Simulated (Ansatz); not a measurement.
# C2H4F2 (1,1-difluoroethane) at revPBE/6-311+G(d,p)

Aim: the vertical ionisation energy of C2H4F2 (1,1-difluoroethane) at revPBE/6-311+G**, from 2 runs. 

The calculation is run with Ansatz 0.2.0.

55 further runs of the same task are left out: 55 set aside as unsound or not needed.

## 1. The system as given

C2H4F2 has 8 atoms, charge 0, and is taken as a singlet. As SMILES, `CC(F)F`. The coordinates come from a PBE0-D4/def2-TZVP relaxation.

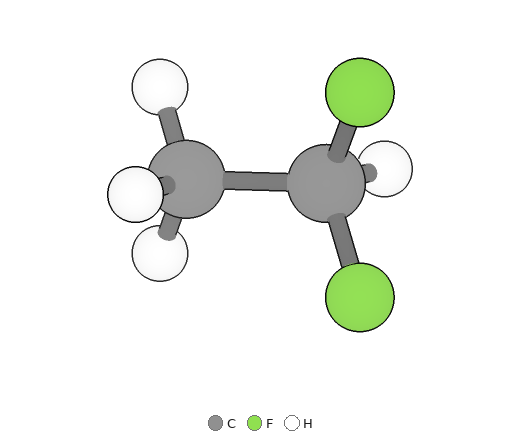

The structure, seen from a chosen angle (carbon grey, fluorine green, hydrogen white).

## 2. A single-point energy at revPBE/6-311+G(d,p)

The input, job.yaml:

```yaml
crystal:
  periodic: [false, false, false]
  atoms:
    - {symbol: C, position_ang: [0.003300, 0.777600, 0.023300]}
    - {symbol: C, position_ang: [-0.052000, -0.718200, -0.008200]}
    - {symbol: F, position_ang: [0.925500, -1.243400, 0.779100]}
    - {symbol: F, position_ang: [0.168200, -1.172100, -1.271900]}
    - {symbol: H, position_ang: [0.981400, 1.111900, -0.325400]}
    - {symbol: H, position_ang: [-0.157200, 1.132800, 1.041800]}
    - {symbol: H, position_ang: [-0.771000, 1.190600, -0.624000]}
    - {symbol: H, position_ang: [-1.006100, -1.136400, 0.329500]}
basis:
  gaussian:
    orbitals: 6-311+G_st__st_.json
accuracy: high
hamiltonian:
  xc: {name: revPBE}
output: {orbitals: {seedname: orbitals}}
```

The basis set 6-311+G** is read from a file made from the Basis Set Exchange's data (not shown).

The run is started by

```
$ ansatz run job.yaml --threads 1 --pin off --max-ram 3480MiB --events-out events.jsonl --progress --plain --runs-dir runs
```

What it wrote:

```text
Warning: RAYON_NUM_THREADS=1 ignored (pool sized by the plan → 1); use --threads N
Functional definition: revPBE
  name "revPBE"
  parameter kappa = 1.245
  parameter beta = 0.06672455060314922
  exchange = pbe_x(kappa = kappa, mu = beta*pi^2/3)
  correlation = pbe_c(beta = beta)
2216 factors; integrals over basis functions are off by at most 3.7e-9 eV
mean field evaluation 1: about -7565.7628 eV, gradient 5.9e1 eV
mean field evaluation 2: about -7559.3974 eV, gradient 7.4e1 eV
mean field evaluation 4: about -7573.0681 eV, gradient 2.3e0 eV
mean field evaluation 8: about -7573.0693 eV, gradient 7.2e-2 eV
mean field evaluation 16: about -7573.0693 eV, gradient 4.6e-6 eV
mean field -7573.06932967 eV, -278.3051646546 hartree, gradient 4.0e-8 eV, S^2 0.000000; 0 other end points of the search recorded, 0 dependent functions left out
reference -7573.06933660 eV, -278.3051649094 hartree; 17, 17 occupied and 95, 95 virtual orbitals, 2216 factors
Total energy: -7573.06933660 eV, -278.3051649094 hartree
```

Run time: 7.8 s. Hardware: 1 thread of Arm Neoverse V1, shared host; peak memory 0.3 GiB.

## 3. The doublet cation

Edit job.yaml of step 2 so:

```diff
@@ -14,5 +14,9 @@
     orbitals: 6-311+G_st__st_.json
-accuracy: high
+total_charge: 1
+magnetization:
+  spin_polarized: true
+  initial_magnetization: 1
 hamiltonian:
   xc: {name: revPBE}
+accuracy: high
 output: {orbitals: {seedname: orbitals}}
```

The basis set 6-311+G** is read from a file made from the Basis Set Exchange's data (not shown).

The run is started by

```
$ ansatz run job.yaml --threads 1 --pin off --max-ram 3480MiB --events-out events.jsonl --progress --plain --runs-dir runs
```

What it wrote:

```text
Warning: RAYON_NUM_THREADS=1 ignored (pool sized by the plan → 1); use --threads N
[... 6 set-up lines as earlier in the session ...]
2216 factors; integrals over basis functions are off by at most 3.7e-9 eV
mean field evaluation 1: about -7550.4977 eV, gradient 5.3e1 eV
mean field evaluation 2: about -7542.3581 eV, gradient 6.6e1 eV
mean field evaluation 4: about -7561.2059 eV, gradient 5.0e0 eV
mean field evaluation 8: about -7561.3049 eV, gradient 1.9e-1 eV
mean field evaluation 16: about -7561.2967 eV, gradient 2.5e-5 eV
mean field evaluation 32: about -7560.0014 eV, gradient 3.5e0 eV
mean field -7561.29665104 eV, -277.8725266948 hartree, gradient 6.9e-8 eV, S^2 0.751334; 3 other end points of the search recorded, 0 dependent functions left out
reference -7561.29665926 eV, -277.8725269969 hartree; 17, 16 occupied and 95, 96 virtual orbitals, 2216 factors
Total energy: -7561.29665926 eV, -277.8725269969 hartree
```

Wall time 15 s (1 thread of Arm Neoverse V1, shared host); peak memory 0.38 GiB.

## 4. What came out

Level: revPBE/6-311+G**.

```
                                          quantity          value
                      singlet C2H4F2: total energy  -278.30516 Eh
                       singlet C2H4F2: HOMO energy       -7.94 eV
                       singlet C2H4F2: LUMO energy       -0.24 eV
                     singlet C2H4F2: HOMO–LUMO gap        7.70 eV
                      doublet cation: total energy  -277.87253 Eh
doublet cation: HOMO energy (highest over α and β)      -16.56 eV
 doublet cation: LUMO energy (lowest over α and β)      -15.63 eV
                              doublet cation: ⟨S²⟩          0.751
vertical ionisation energy (to the doublet cation)      11.773 eV
```

In words: The vertical ionisation energy comes to 11.77 eV (271 kcal/mol). −ε(HOMO) before ionisation, 7.94 eV, is 3.83 eV below this ionisation energy.
